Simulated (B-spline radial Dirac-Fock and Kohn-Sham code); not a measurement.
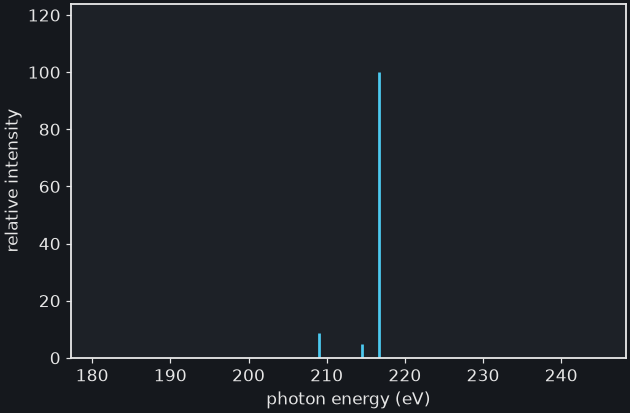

X-ray emission lines that fill an N5 (4d5/2) hole, as sticks. Multiplet splitting by the open shell is left out. Species: W²⁺ ([Xe] 4f14 5d4), inside a Watson sphere of charge −2 and radius 1.6 Å that stands in for a crystal. The calculation used independent-particle rates on relativistic LDA orbitals of the hole state (multipoles to L = 3), energies from Dirac–Fock ΔSCF (a B-spline radial atomic code). Widths ruled by Coster–Kronig decay come out up to twice the measured ones in this model.

### How far apart are N5-N7 and N5-O3, and what is their intensity ratio?

7.69 eV apart, with N5-O3 at 0.087 of the intensity of N5-N7.

### Which line is the strongest, where is it and what share of the photons does it carry?

N5-N7 at 216.6 eV, 88.1 % of the radiative decays.

### What are the natural width, lifetime and fluorescence yield of the N5 hole?

Width 7.02 eV, lifetime 0.0937 fs, fluorescence yield 1.70 × 10⁻⁴.
